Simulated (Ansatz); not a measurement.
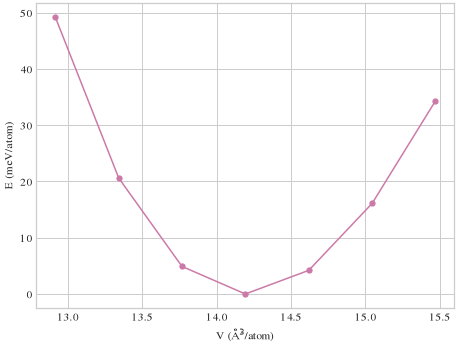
MgInCu4 in space group F-43m (No. 216; Cu on 16e, Mg on 4a, In on 4c) under volume change, DFT-r²SCAN in the program Ansatz with PAW potentials, shape and atoms relaxed at each volume.

### Question
What does a third-order Birch–Murnaghan fit give for V₀, B₀ and B′?

### Answer
V₀ = 14.19 Å³/atom, B₀ = 114 GPa, B′ = 4.9.

The workflow started from an entry of the Crystallography Open Database (COD). Whether it is the stable phase at ambient conditions was not checked. The cell was relaxed with r²SCAN under the symmetry of its start; whether a distortion lowers the energy is not shown. No spin polarisation was allowed.

Potentials: the later of the program's two PAW sets.
